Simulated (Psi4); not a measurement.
# C2H3F+ (SMILES [CH2][CH+]F) at UOMP2/6-31G(d) (density fitting, density fitting for correlation, Cartesian functions)

What is the vertical doublet–quartet gap of C2H3F+ at UOMP2/6-31G* (density fitting, density fitting for correlation, Cartesian functions)? 

The calculation is run with Psi4 1.11.

### 1 The structure to begin with

C2H3F+ has 6 atoms, charge +1, and is taken as a doublet. As SMILES, `[CH2][CH+]F`. The shape is that of a GFN2-xTB optimisation. This is one conformer, not always the lowest.

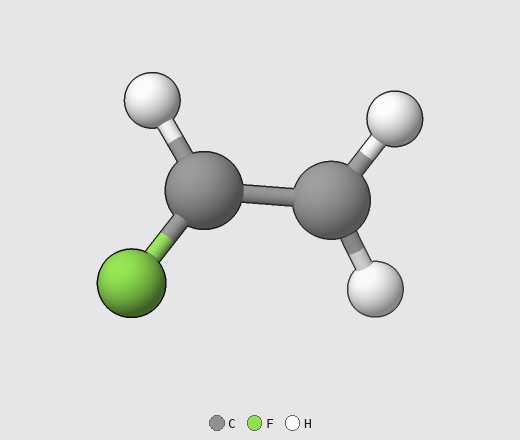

Viewed from a chosen angle; carbon grey, fluorine green, hydrogen white.

### 2 Energy and one-electron properties at UOMP2/6-31G(d) (density fitting, density fitting for correlation, Cartesian functions)

File c2h3f.py:

```python
import psi4

psi4.set_memory('1600 MB')
psi4.set_num_threads(1)
psi4.core.set_output_file('output.dat', False)

geom = psi4.geometry("""
1 2
C     -0.90835355     0.47239374    -0.85695300
C      0.90447962    -0.37367444     0.75679752
F      1.56565699    -2.68824880     0.99312667
H     -2.46968307    -0.73542472    -1.48131851
H     -0.97018539     2.42485877    -1.50675423
H      1.87810431     0.90009545     2.09510156
units au
symmetry c1
""")

psi4.set_options({
    'basis': '6-31G*',
    'reference': 'uhf',
    'scf_type': 'df',
    'mp2_type': 'df',
})

result, w = psi4.energy('omp2', molecule=geom, return_wfn=True)
psi4.oeprop(w, 'MBIS_CHARGES', 'DIPOLE', 'NO_OCCUPATIONS', 'ESP_AT_NUCLEI', 'MAYER_INDICES')
print(f'total energy {result:.8f} hartree = {result * 27.211386:.5f} eV')
for k, v in sorted(psi4.core.scalar_variables().items()):
    print(f'{k:45s} {v:18.10f}')
```

Started as:

```bash
$ python c2h3f.py
```

output.dat:

```text
[...]
  Running in c1 symmetry.
[...]
  Nuclear repulsion =   67.914506146849490
[...]
  Multiplicity = 2
[...]
  Nalpha       = 12
  Nbeta        = 11
[...]
    Number of basis functions: 51
[...]
   @DF-UHF iter   1:  -176.48816016314839   -2.97607e-01   6.22621e-03 ADIIS/DIIS
[...]
   @DF-UHF iter  16:  -176.55269554246752   -1.05160e-12   7.95276e-09 DIIS
[...]
   @S^2 Observed:                7.571286022E-01
[...]
    Orbital Energies [Eh]
    ---------------------
    Alpha Occupied:
       1A    -26.634929     2A    -11.694632     3A    -11.580211
       4A     -1.960956     5A     -1.394557     6A     -1.153003
       7A     -1.052998     8A     -1.008478     9A     -1.002988
      10A     -0.889322    11A     -0.850568    12A     -0.722887
    Alpha Virtual:
      13A     -0.172533    14A      0.015790    15A      0.034412
      16A      0.054596    17A      0.144454    18A      0.220835
      19A      0.406379    20A      0.429902    21A      0.513914
      22A      0.525272    23A      0.558083    24A      0.583674
      25A      0.778766    26A      0.814805    27A      0.903022
[...]
  @DF-UHF Final Energy:  -176.55269554246752
   => Energetics <=
    Nuclear Repulsion Energy =             67.9145061468494902
    One-Electron Energy =                -369.9891977719285023
    Two-Electron Energy =                 125.5219960826115226
    Total Energy =                       -176.5526955424675180
  UHF NO Occupations:
  HONO-2 :   10  A 1.9987739
  HONO-1 :   11  A 1.9984935
[...]
	Warning: cc_lambda option is changed to TRUE
	For this residual convergence, default PCG convergence is:     1.00e-07
[...]
	DF-SCS-MP2 Total Energy (a.u.)     :  -176.93837485668155
	DF-SOS-MP2 Total Energy (a.u.)     :  -176.93395093601902
[...]
	DF-SCS-OMP2 Total Energy (a.u.)    :  -176.94492827800693
	DF-SOS-OMP2 Total Energy (a.u.)    :  -176.90926284619678
	DF-SCS(N)-OMP2 Total Energy (a.u.) :  -176.73188943560768
[...]
	DF-OMP2 Total Energy (a.u.)        :  -176.95531132733925
[...]
 Multipole Moments:
 ------------------------------------------------------------------------------------
     Multipole            Electronic (a.u.)      Nuclear  (a.u.)        Total (a.u.)
 ------------------------------------------------------------------------------------
 L = 1.  Multiply by 2.5417464519 to convert [e a0] to [Debye]
 Dipole X            :          1.5580145           -2.1607768           -0.6027624
 Dipole Y            :         -2.3841593            3.6426678            1.2585085
 Dipole Z            :          0.9963631           -1.2990820           -0.3027189
 Magnitude           :                                                    1.4278672
[...]
```

It took 6 s on 1 thread of Intel Xeon 6975P-C (Granite Rapids), shared host; peak memory 0.23 GiB.

Atomic charges (e):

| atom | MBIS |
| --- | --- |
| C1 | -0.131 |
| C2 | +0.470 |
| F3 | -0.010 |
| H4 | +0.246 |
| H5 | +0.249 |
| H6 | +0.176 |

### 3 The quartet at the same level

File run.py:

```python
import psi4

psi4.set_memory(1600000000)
psi4.set_num_threads(1)
psi4.core.set_output_file('c2h3f.out', False)

molecule = psi4.geometry("""
1 4
C     -0.480680     0.249980    -0.453480
C      0.478630    -0.197740     0.400480
F      0.828510    -1.422560     0.525540
H     -1.306900    -0.389170    -0.783880
H     -0.513400     1.283180    -0.797340
H      0.993850     0.476310     1.108680
symmetry c1
""")

psi4.set_options({
    'reference': 'uhf',
    'scf_type': 'df',
    'mp2_type': 'df',
})

e, wfn = psi4.energy("omp2/6-31G*", return_wfn=True)
psi4.oeprop(wfn, "MBIS_CHARGES", "DIPOLE", "NO_OCCUPATIONS", "ESP_AT_NUCLEI", "MAYER_INDICES", title="OMP2")
print('E =', round(e, 9))
```

Started as:

```bash
$ python run.py
```

c2h3f.out:

```text
[...]
  Running in c1 symmetry.
[...]
  Nuclear repulsion =   67.914506178827054
[...]
  Multiplicity = 4
[...]
  Nalpha       = 13
  Nbeta        = 10
[...]
    Number of basis functions: 51
[...]
   @DF-UHF iter   1:  -176.21283925054192   -2.22858e-02   6.15842e-03 DIIS/ADIIS
[...]
   @DF-UHF iter  46:  -176.28984734574709   -2.86775e-11   9.95142e-09 DIIS
[...]
   @S^2 Observed:                3.774453093E+00
[...]
    Orbital Energies [Eh]
    ---------------------
    Alpha Occupied:
       1A    -26.861994     2A    -11.632397     3A    -11.501301
       4A     -2.163249     5A     -1.411912     6A     -1.285051
       7A     -1.227044     8A     -1.199416     9A     -1.049130
      10A     -0.904284    11A     -0.847603    12A     -0.777372
      13A     -0.549927
    Alpha Virtual:
      14A      0.005882    15A      0.020555    16A      0.064325
      17A      0.147870    18A      0.235673    19A      0.413571
      20A      0.418968    21A      0.493397    22A      0.517740
      23A      0.547870    24A      0.619086    25A      0.771203
[...]
  @DF-UHF Final Energy:  -176.28984734574709
   => Energetics <=
    Nuclear Repulsion Energy =             67.9145061788270539
    One-Electron Energy =                -368.8957699003656785
    Two-Electron Energy =                 124.6914163757915617
    Total Energy =                       -176.2898473457470914
  UHF NO Occupations:
  HONO-2 :   11  A 1.0000000
  HONO-1 :   12  A 1.0000000
[...]
	Warning: cc_lambda option is changed to TRUE
	For this residual convergence, default PCG convergence is:     1.00e-07
[...]
	DF-SCS-MP2 Total Energy (a.u.)     :  -176.64490725078429
	DF-SOS-MP2 Total Energy (a.u.)     :  -176.63986117400552
[...]
	DF-SCS-OMP2 Total Energy (a.u.)    :  -176.67158578848495
	DF-SOS-OMP2 Total Energy (a.u.)    :  -176.63323163895859
	DF-SCS(N)-OMP2 Total Energy (a.u.) :  -176.47691615364479
[...]
	DF-OMP2 Total Energy (a.u.)        :  -176.68848985870349
[...]
 Multipole Moments:
 ------------------------------------------------------------------------------------
     Multipole            Electronic (a.u.)      Nuclear  (a.u.)        Total (a.u.)
 ------------------------------------------------------------------------------------
 L = 1.  Multiply by 2.5417464519 to convert [e a0] to [Debye]
 Dipole X            :          1.9505780           -2.1607768           -0.2101988
 Dipole Y            :         -2.6590725            3.6426678            0.9835952
 Dipole Z            :          1.3763695           -1.2990820            0.0772875
 Magnitude           :                                                    1.0087698
[...]
```

Standard output:

```text
E = -176.688489859
```

It took 9 s on 1 thread of Intel Xeon 6975P-C (Granite Rapids), shared host; peak memory 0.23 GiB.

Atomic charges (e):

| atom | MBIS |
| --- | --- |
| C1 | -0.257 |
| C2 | +0.135 |
| F3 | +0.177 |
| H4 | +0.304 |
| H5 | +0.242 |
| H6 | +0.399 |

### 4 Results

At UOMP2/6-31G* (density fitting, density fitting for correlation, Cartesian functions):

```
                                                           quantity          value
                                              doublet: total energy  -176.95531 Eh
doublet: HOMO energy (Hartree–Fock orbitals) (highest over α and β)      -19.67 eV
 doublet: LUMO energy (Hartree–Fock orbitals) (lowest over α and β)       -7.29 eV
                                        doublet: correlation energy     -402.6 mEh
                         doublet: ⟨S²⟩ of the reference determinant          0.757
                                              quartet: total energy  -176.68849 Eh
quartet: HOMO energy (Hartree–Fock orbitals) (highest over α and β)      -14.96 eV
 quartet: LUMO energy (Hartree–Fock orbitals) (lowest over α and β)      -10.79 eV
                                        quartet: correlation energy     -398.6 mEh
                         quartet: ⟨S²⟩ of the reference determinant          3.774
                   vertical energy of the quartet above the doublet       7.261 eV
```

**Reading.** At this shape the quartet lies 7.26 eV (167 kcal/mol) above the doublet.
